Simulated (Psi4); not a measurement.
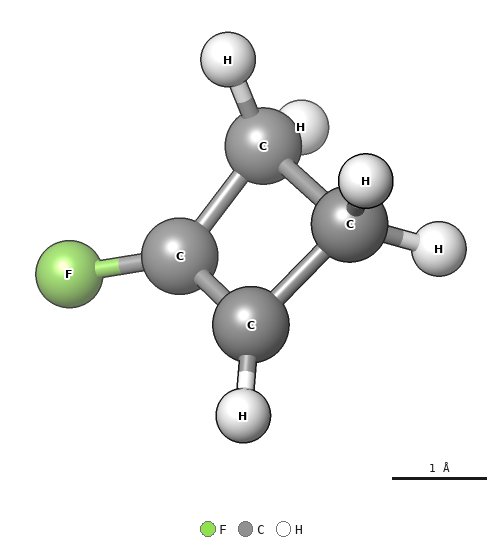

Fig. 1: The structure as given in the input (ball-and-stick view, seen at a tilt). Bond lengths as drawn: C–C 1.33 to 1.56 Å, C–F 1.32 Å and C–H 1.08 to 1.09 Å.

**Single-point calculation of C4H5F**

C4H5F, SMILES FC1=CCC1, computed with B3LYP/6-31G*, RKS (Psi4 1.11).

The geometry comes from this level: PBE0-D4/def2-TZVP.

Input (calc.inp):
```
memory 1.6 GB

molecule molecule1 {
  0 1
  F      0.268200     0.493400     2.323500
  C      0.119100     0.114600     1.064300
  C     -0.027100    -1.067500     0.477300
  C     -0.107900    -0.413400    -0.886800
  C      0.066600     0.959000    -0.162000
  H     -0.072800    -2.092400     0.816100
  H      0.705000    -0.657500    -1.574600
  H     -1.063800    -0.522100    -1.404600
  H     -0.787400     1.635600    -0.240600
  H      0.983200     1.499300    -0.409700
  symmetry c1
}

set globals {
  basis 6-31G*
  scf_type df
  guess sap
}

e_tot = energy("b3lyp")
print_variables()
```

Run on 1 thread of Intel Xeon (Sapphire Rapids), 16 GiB of memory available, shared host.

Run as:
```bash
psi4 -n 1 calc.inp calc.out
```

Log:
```
Psi4 1.11 release

   => Loading Basis Set <=

    Name: 6-31G*
    Role: ORBITAL
    Keyword: BASIS

         ---------------------------------------------------------
                                   SCF
                              RKS Reference
                        1 Threads,   1525 MiB Core
         ---------------------------------------------------------

  ==> Geometry <==

    Molecular point group: c1
    Full point group: C1

    Geometry (in Angstrom), charge = 0, multiplicity = 1:

       Center              X                  Y                   Z               Mass
    ------------   -----------------  -----------------  -----------------  -----------------
         F            0.192321125296     0.433042025348     1.667994794566    18.998403162730
         C            0.043221125296     0.054242025348     0.408794794566    12.000000000000
         C           -0.102978874704    -1.127857974652    -0.178205205434    12.000000000000
         C           -0.183778874704    -0.473757974652    -1.542305205434    12.000000000000
         C           -0.009278874704     0.898642025348    -0.817505205434    12.000000000000
         H           -0.148678874704    -2.152757974652     0.160594794566     1.007825032230
         H            0.629121125296    -0.717857974652    -2.230105205434     1.007825032230
         H           -1.139678874704    -0.582457974652    -2.060105205434     1.007825032230
         H           -0.863278874704     1.575242025348    -0.896105205434     1.007825032230
         H            0.907321125296     1.438942025348    -1.065205205434     1.007825032230

  Running in c1 symmetry.

  Rotational constants: A =      0.41294  B =      0.15133  C =      0.11561 [cm^-1]
  Rotational constants: A =  12379.75350  B =   4536.88753  C =   3466.04590 [MHz]
  Nuclear repulsion =  166.584011108523271

  Charge       = 0
  Multiplicity = 1
  Electrons    = 38
  Nalpha       = 19
  Nbeta        = 19

  ==> Algorithm <==

  SCF Algorithm Type is DF.
  DIIS enabled.
  MOM disabled.
  Fractional occupation disabled.
  Guess Type is SAP.
  Energy threshold   = 1.00e-06
  Density threshold  = 1.00e-06
  Integral threshold = 1.00e-12

  ==> Primary Basis <==

  Basis Set: 6-31G*
    Blend: 6-31G*
    Number of shells: 40
    Number of basis functions: 85
    Number of Cartesian functions: 85
    Spherical Harmonics?: false
    Max angular momentum: 2

  ==> DFT Potential <==

   => LibXC <=

    Version 7.1.2

   => Composite Functional: B3LYP <=

    B3LYP Hyb-GGA Exchange-Correlation Functional

    Deriv               =              1
    GGA                 =           TRUE
    Meta                =          FALSE

    Exchange Hybrid     =           TRUE
    MP2 Hybrid          =          FALSE

   => Exchange Functionals <=

    0.0800   Slater exchange
    0.7200         Becke 88

   => Exact (HF) Exchange <=

    0.2000               HF

   => Correlation Functionals <=

    0.1900   Vosko, Wilk & Nusair (VWN5_RPA)
    0.8100   Lee, Yang & Parr

   => LibXC Density Thresholds  <==

    XC_HYB_GGA_XC_B3LYP:  1.00E-15

   => Molecular Quadrature <=

    Radial Scheme          =       TREUTLER
    Pruning Scheme         =           NONE
    Nuclear Scheme         =       TREUTLER

    Blocking Scheme        =         OCTREE
    BS radius alpha        =              1
    Pruning alpha          =              1
    Radial Points          =             75
    Spherical Points       =            302
    Total Points           =         212348
    Total Blocks           =           1635
    Max Points             =            256
    Max Functions          =             84
    Weights Tolerance      =       1.00E-15

   => Loading Basis Set <=

    Name: (6-31G* AUX)
    Role: JKFIT
    Keyword: DF_BASIS_SCF

  ==> Integral Setup <==

  DFHelper Memory: AOs need 0.032 GiB; user supplied 0.659 GiB.
  SCF_SUBTYPE=INCORE selected. In-core MEM_DF algorithm will be used.
  Using in-core AOs.

  ==> MemDFJK: Density-Fitted J/K Matrices <==

    J tasked:                   Yes
    K tasked:                   Yes
    wK tasked:                   No
    Memory [MiB]:               674
    Algorithm:                 Core
    Schwarz Cutoff:           1E-12
    Mask sparsity (%):       0.3322
    Fitting Condition:        1E-10

   => Auxiliary Basis Set <=

  Basis Set: (6-31G* AUX)
    Blend: CC-PVDZ-JKFIT
    Number of shells: 165
    Number of basis functions: 530
    Number of Cartesian functions: 530
    Spherical Harmonics?: false
    Max angular momentum: 3

  Cached 100.0% of DFT collocation blocks in 0.459 [GiB].

  Minimum eigenvalue in the overlap matrix is 1.2126647784E-03.
  Reciprocal condition number of the overlap matrix is 1.5795290540E-04.
    Using symmetric orthogonalization.

  ==> Pre-Iterations <==

  ==> SAP guess <==

   => Molecular Quadrature <=

    Radial Scheme          =       TREUTLER
    Pruning Scheme         =           NONE
    Nuclear Scheme         =       TREUTLER

    Blocking Scheme        =         OCTREE
    BS radius alpha        =              1
    Pruning alpha          =              1
    Radial Points          =             75
    Spherical Points       =            302
    Total Points           =         212348
    Total Blocks           =           1635
    Max Points             =            256
    Max Functions          =             84
    Weights Tolerance      =       1.00E-15

   -------------------------------------------------------
    Irrep   Nso     Nmo     Nalpha   Nbeta   Ndocc  Nsocc
   -------------------------------------------------------
     A         85      85      19      19      19       0
   -------------------------------------------------------
    Total      85      85      19      19      19       0
   -------------------------------------------------------

  ==> Iterations <==

                           Total Energy        Delta E     RMS |[F,P]|

   @DF-RKS iter   1:  -250.93632135299509   -2.50936e+02   3.76603e-02 ADIIS/DIIS
   @DF-RKS iter   2:  -240.36568892703485    1.05706e+01   5.80785e-02 ADIIS/DIIS
   @DF-RKS iter   3:  -254.75646716538324   -1.43908e+01   1.20217e-02 ADIIS/DIIS
   @DF-RKS iter   4:  -254.81006784538718   -5.36007e-02   1.03984e-02 ADIIS/DIIS
   @DF-RKS iter   5:  -255.19593303813230   -3.85865e-01   2.11886e-03 ADIIS/DIIS
   @DF-RKS iter   6:  -255.20836963327849   -1.24366e-02   7.50320e-04 ADIIS/DIIS
   @DF-RKS iter   7:  -255.20999803002482   -1.62840e-03   2.06405e-04 ADIIS/DIIS
   @DF-RKS iter   8:  -255.21014442548815   -1.46395e-04   1.93714e-05 DIIS
   @DF-RKS iter   9:  -255.21014528284920   -8.57361e-07   1.03296e-05 DIIS
   @DF-RKS iter  10:  -255.21014565280947   -3.69960e-07   1.49527e-06 DIIS
   @DF-RKS iter  11:  -255.21014565998036   -7.17088e-09   3.92909e-07 DIIS
  Energy and wave function converged.

  ==> Post-Iterations <==

   Electrons on quadrature grid:
      Ntotal   =   37.9999345045 ; deviation = -6.550e-05

    Orbital Energies [Eh]
    ---------------------

    Doubly Occupied:

       1A    -24.708034     2A    -10.261876     3A    -10.195490
       4A    -10.195195     5A    -10.182134     6A     -1.223537
       7A     -0.871097     8A     -0.670247     9A     -0.649552
      10A     -0.557137    11A     -0.516588    12A     -0.483815
      13A     -0.468451    14A     -0.437895    15A     -0.369254
      16A     -0.366443    17A     -0.344702    18A     -0.337271
      19A     -0.240031

    Virtual:

      20A      0.035945    21A      0.107503    22A      0.139758
      23A      0.141193    24A      0.146850    25A      0.175000
      26A      0.184338    27A      0.213026    28A      0.227418
      29A      0.334079    30A      0.401315    31A      0.512685
      32A      0.527644    33A      0.536931    34A      0.543802
      35A      0.596289    36A      0.617154    37A      0.639578
      38A      0.653080    39A      0.662554    40A      0.767033
      41A      0.795271    42A      0.830778    43A      0.844439
      44A      0.862279    45A      0.921366    46A      0.933753
      47A      0.977173    48A      0.987387    49A      1.104090
      50A      1.132660    51A      1.281595    52A      1.286149
      53A      1.322299    54A      1.422300    55A      1.428120
      56A      1.514677    57A      1.608623    58A      1.720407
      59A      1.781727    60A      1.795255    61A      1.870175
      62A      1.902208    63A      1.953725    64A      1.974196
      65A      2.014121    66A      2.027528    67A      2.097759
      68A      2.165835    69A      2.189236    70A      2.303707
      71A      2.317727    72A      2.345118    73A      2.435387
      74A      2.440091    75A      2.564172    76A      2.662716
      77A      2.707326    78A      2.815893    79A      3.062839
      80A      3.194145    81A      4.073886    82A      4.274092
      83A      4.304176    84A      4.580860    85A      5.236527

    Final Occupation by Irrep:
              A
    DOCC [    19 ]
    NA   [    19 ]
    NB   [    19 ]

  @DF-RKS Final Energy:  -255.21014565998036

   => Energetics <=

    Nuclear Repulsion Energy =            166.5840111085232707
    One-Electron Energy =                -677.6500518050244182
    Two-Electron Energy =                 283.3927142644863579
    DFT Exchange-Correlation Energy =     -27.5368192279655624
    Empirical Dispersion Energy =           0.0000000000000000
    VV10 Nonlocal Energy =                  0.0000000000000000
    Total Energy =                       -255.2101456599803555

Computation Completed

Properties will be evaluated at   0.000000,   0.000000,   0.000000 [a0]

Properties computed using the SCF density matrix

 Multipole Moments:

 ------------------------------------------------------------------------------------
     Multipole            Electronic (a.u.)      Nuclear  (a.u.)        Total (a.u.)
 ------------------------------------------------------------------------------------

 L = 1.  Multiply by 2.5417464519 to convert [e a0] to [Debye]
 Dipole X            :          0.7099920           -0.7581529           -0.0481609
 Dipole Y            :          0.7888735           -0.8199579           -0.0310844
 Dipole Z            :          6.8035459           -7.2835673           -0.4800214
 Magnitude           :                                                    0.4834317

 ------------------------------------------------------------------------------------

	total time  =          8 seconds =       0.13 minutes

  Variable Map:
  ----------------------------------------------------------------------------
  "CURRENT ENERGY"              =>    -255.210145659980
  "CURRENT REFERENCE ENERGY"    =>    -255.210145659980
  "DD SOLVATION ENERGY"         =>       0.000000000000
  "DFT FUNCTIONAL TOTAL ENERGY" =>    -255.210145659980
  "DFT TOTAL ENERGY"            =>    -255.210145659980
  "DFT VV10 ENERGY"             =>       0.000000000000
  "DFT XC ENERGY"               =>     -27.536819227966
  "GRID ELECTRONS ALPHA"        =>      18.999967252246
  "GRID ELECTRONS BETA"         =>      18.999967252246
  "GRID ELECTRONS TOTAL"        =>      37.999934504491
  "NUCLEAR REPULSION ENERGY"    =>     166.584011108523
  "ONE-ELECTRON ENERGY"         =>    -677.650051805024
  "PCM POLARIZATION ENERGY"     =>       0.000000000000
  "PE ENERGY"                   =>       0.000000000000
  "SCF ITERATION ENERGY"        =>    -255.210145659980
  "SCF ITERATIONS"              =>      11.000000000000
  "SCF TOTAL ENERGY"            =>    -255.210145659980
  "TWO-ELECTRON ENERGY"         =>     283.392714264486
  "XC GRID RADIAL POINTS"       =>      75.000000000000
  "XC GRID SPHERICAL POINTS"    =>     302.000000000000
  "XC GRID TOTAL POINTS"        =>  212348.000000000000

  Array Variable Map:
  ----------------------------------------------------------------------------
  "CURRENT DIPOLE"              =>      -0.048160933880 ... -0.480021352247 1 by 3
  "SCF DIPOLE"                  =>      -0.048160933880 ... -0.480021352247 1 by 3
  "SCF TOTAL ENERGIES"          =>    -250.936321352995 ... -255.210145659980 1 by 11

    Psi4 run time: 0:00:08.42
```

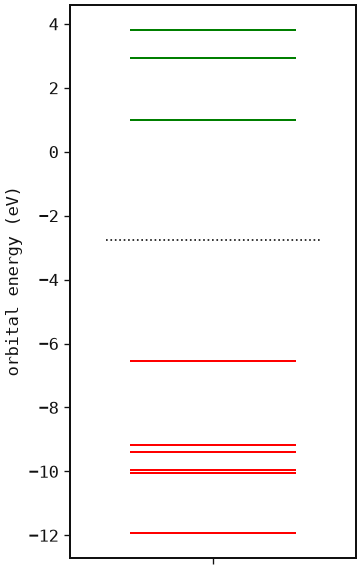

Fig. 2: Orbital energies near the frontier; the dotted line parts filled from empty levels, and levels within 0.02 eV of each other stand side by side. Highest filled −6.53 eV, lowest empty 0.98 eV, 7.51 eV apart.

Results in brief:

- outcome: converged
- total energy: −255.210146 hartree
- basis functions: 85
- HOMO: −6.53 eV
- LUMO: 0.98 eV
- dipole moment: 1.23 D
- wall time: 9.9 s
- peak memory: 0.73 GiB
